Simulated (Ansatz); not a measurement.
# C3H4F2 (SMILES F/C=C\CF) at MP2/6-31G(d) (spherical functions)

What is the electronic atomisation energy of C3H4F2 at MP2/6-31G* (spherical functions)? 

The results are computed with Ansatz 0.2.0.

47 further runs of the same task are left out: 47 set aside as unsound or not needed.

## (1) The structure to begin with

C3H4F2: 9 atoms, total charge 0, spin state singlet. SMILES: `F/C=C\CF`. The coordinates come from a PBE0-D4/def2-TZVP relaxation. This is one conformer, not always the lowest.

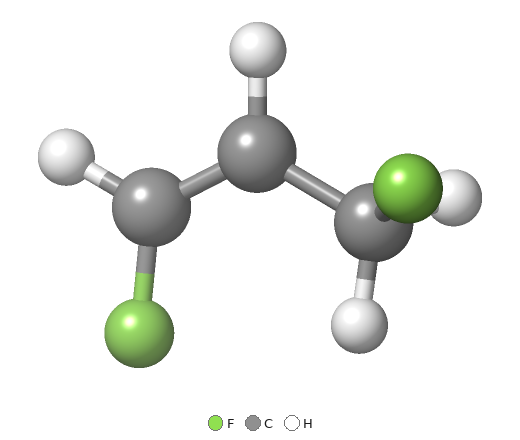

The structure, seen from a chosen angle (fluorine green, carbon grey, hydrogen white).

## (2) A single-point energy at MP2/6-31G(d) (spherical functions)

Input file in.yaml:

```yaml
crystal:
  periodic: [false, false, false]
  atoms:
    - symbol: F
      position_ang: [-1.771300, 0.696200, -0.764200]
    - symbol: C
      position_ang: [-0.756800, -0.083800, -1.148800]
    - symbol: C
      position_ang: [0.269900, -0.355400, -0.364300]
    - symbol: C
      position_ang: [0.439500, 0.155200, 1.019400]
    - symbol: F
      position_ang: [1.656600, 0.811400, 1.133700]
    - symbol: H
      position_ang: [-0.888900, -0.458700, -2.156900]
    - symbol: H
      position_ang: [1.042400, -1.001300, -0.765600]
    - symbol: H
      position_ang: [0.449800, -0.666700, 1.742700]
    - symbol: H
      position_ang: [-0.352600, 0.856800, 1.286900]
basis:
  gaussian: {orbitals: 6-31G_st_-spherical.json}
correlation: {method: mp2, frozen_orbitals: {C: 1, F: 1, H: 0}}
accuracy: high
```

The basis set 6-31G* is read from a file made from the Basis Set Exchange's data (not shown).

Launch:

```console
ansatz run in.yaml --threads 1 --pin off --max-ram 3480MiB --events-out events.jsonl --progress --plain --runs-dir runs
```

What it wrote:

```text
Warning: RAYON_NUM_THREADS=1 ignored (pool sized by the plan → 1); use --threads N
Functional definition: HF
  name "HF"
  exchange = exact_x
  correlation = 0
1845 factors; integrals over basis functions are off by at most 3.1e-9 eV
mean field evaluation 1: about -8562.7395 eV, gradient 3.1e1 eV
mean field evaluation 2: about -8562.8227 eV, gradient 3.1e1 eV
mean field evaluation 4: about -8565.0874 eV, gradient 3.4e0 eV
mean field evaluation 8: about -8565.1234 eV, gradient 2.5e-1 eV
mean field -8565.12367064 eV, -314.7624892466 hartree, gradient 3.3e-8 eV, S^2 0.000000; 0 other end points of the search recorded, 0 dependent functions left out
5 core orbitals not correlated: weight in the atoms' cores, before any rotation towards them, 1.000 or more for the frozen orbitals, at most 0.000 for the correlated occupied ones
reference -8565.12367064 eV, -314.7624892466 hartree; 15, 15 occupied and 58, 58 virtual orbitals, 1845 factors
second order -19.35351987 eV of doubles, -0.00000000 eV of singles
Total energy: -8584.47719051 eV, -315.4737179835 hartree
```

Run time: 2.4 s. Hardware: 1 thread of Arm Neoverse V2, shared host; peak memory 0.2 GiB.

## (3) The C atom, same level

Input file job.yaml:

```yaml
crystal:
  periodic: [false, false, false]
  atoms:
    - {symbol: C, position_ang: [0.000000, 0.000000, 0.000000]}
basis:
  gaussian: {orbitals: 6-31G_st_-spherical.json}
magnetization: {spin_polarized: true, initial_magnetization: 2}
correlation: {method: mp2, frozen_orbitals: {C: 1}}
accuracy: high
```

The basis set 6-31G* is read from a file made from the Basis Set Exchange's data (not shown).

Run the same way, it converges to -37.73144 Eh (log not shown).

## (4) The F atom, same level

Input file run.yaml:

```yaml
basis:
  gaussian:
    orbitals: 6-31G_st_-spherical.json
crystal:
  periodic: [false, false, false]
  atoms:
    - symbol: F
      position_ang: [0.000000, 0.000000, 0.000000]
magnetization:
  spin_polarized: true
  initial_magnetization: 1
correlation:
  method: mp2
  frozen_orbitals: {F: 1}
accuracy: high
```

The basis set 6-31G* is read from a file made from the Basis Set Exchange's data (not shown).

Launch:

```console
ansatz run run.yaml --threads 1 --pin off --max-ram 3480MiB --events-out events.jsonl --progress --plain --runs-dir runs
```

What it wrote:

```text
Warning: RAYON_NUM_THREADS=1 ignored (pool sized by the plan → 1); use --threads N
Functional definition: HF
  name "HF"
  exchange = exact_x
  correlation = 0
93 factors; integrals over basis functions are off by at most 1.9e-9 eV
mean field evaluation 1: about -2703.6782 eV, gradient 6.2e0 eV
mean field evaluation 2: about -2703.6787 eV, gradient 6.2e0 eV
mean field evaluation 4: about -2703.8146 eV, gradient 5.6e-1 eV
mean field evaluation 8: about -2703.8162 eV, gradient 5.7e-4 eV
mean field evaluation 16: about -2703.8162 eV, gradient 8.0e-3 eV
mean field evaluation 32: about -2703.8162 eV, gradient 1.8e-4 eV
mean field -2703.81618324 eV, -99.3634120218 hartree, gradient 2.4e-8 eV, S^2 0.752626; 3 other end points of the search recorded, 0 dependent functions left out
1 core orbitals not correlated: weight in the atoms' cores, before any rotation towards them, 1.000 or more for the frozen orbitals, at most 0.000 for the correlated occupied ones
reference -2703.81618324 eV, -99.3634120218 hartree; 4, 3 occupied and 9, 10 virtual orbitals, 93 factors
second order -3.31757323 eV of doubles, -0.00000000 eV of singles
Total energy: -2707.13375648 eV, -99.4853305893 hartree
```

Wall time 0.06 s (1 thread of Arm Neoverse V2, shared host).

## (5) The H atom: the energy at UHF/6-31G(d) (spherical functions)

Input file in.yaml:

```yaml
basis:
  gaussian:
    orbitals: "6-31G*"
crystal:
  periodic: [false, false, false]
  atoms:
    - symbol: H
      position_ang: [0.000000, 0.000000, 0.000000]
magnetization:
  spin_polarized: true
  initial_magnetization: 1
hamiltonian:
  xc: hf
accuracy: high
```

Run the same way, it converges to -0.49823 Eh (log not shown).

## (6) Results

Level: MP2/6-31G* (spherical functions), 5 core orbitals frozen.

| quantity | value |
| --- | --- |
| molecule: total energy | -315.47372 Eh |
| molecule: correlation energy (5 core orbitals frozen) | -711.2 mEh |
| C atom: total energy | -37.73144 Eh |
| C atom: correlation energy (1 core orbital frozen) | -50.9 mEh |
| C atom: ⟨S²⟩ of the reference determinant | 2.005 |
| F atom: total energy | -99.48533 Eh |
| F atom: correlation energy (1 core orbital frozen) | -121.9 mEh |
| F atom: ⟨S²⟩ of the reference determinant | 0.753 |
| H atom: total energy | -0.49823 Eh |
| H atom: ⟨S²⟩ | 0.750 |
| electronic atomisation energy | 35.805 eV |

**Reading.** Taking the molecule apart into free atoms costs 35.80 eV (3455 kJ/mol), before zero-point energy and without spin-orbit coupling.
